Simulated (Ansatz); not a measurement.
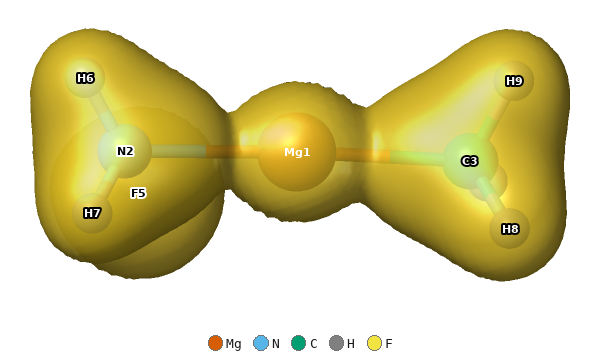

Figure 1: CH5MgN···HF. Isosurface of the total electron density at 0.2 e/Å³ (yellow), seen from one side.

Not at a stationary point (largest force 1.7 eV/Å).

All numbers below come from Ansatz 0.2.0, UKS PBE-D4/def2-SVP.

```tsv
atom	x (Å)	y (Å)	z (Å)
Mg	0.3737	-0.2391	-0.1097
N	0.8033	1.6227	-0.9255
C	0.0068	-2.0855	0.7977
H	-1.3389	2.2152	-0.3274
F	-2.1138	1.8789	0.0492
H	0.9316	1.7276	-1.9386
H	1.5286	2.1976	-0.4810
H	0.7411	-2.2818	1.6074
H	0.0734	-2.9274	0.0773
H	-1.0058	-2.1083	1.2508
```

> Which contacts does the surface bridge?

At this value the surface falls into two separate pieces. It bridges the shortest Mg–N (2.08 Å), C–Mg (2.09 Å) and F–H (0.92 Å) contacts, where the density stays above the isovalue. It is pinched off along the shortest N···H (2.30 Å) contacts. On the grid the lowest density along these lines, outside the cores, is 0.12 e/Å³ (N···H, 2.30 Å), 0.33 e/Å³ (Mg–N, 2.08 Å), 0.39 e/Å³ (C–Mg, 2.09 Å) and 2.3 e/Å³ (F–H, 0.92 Å).
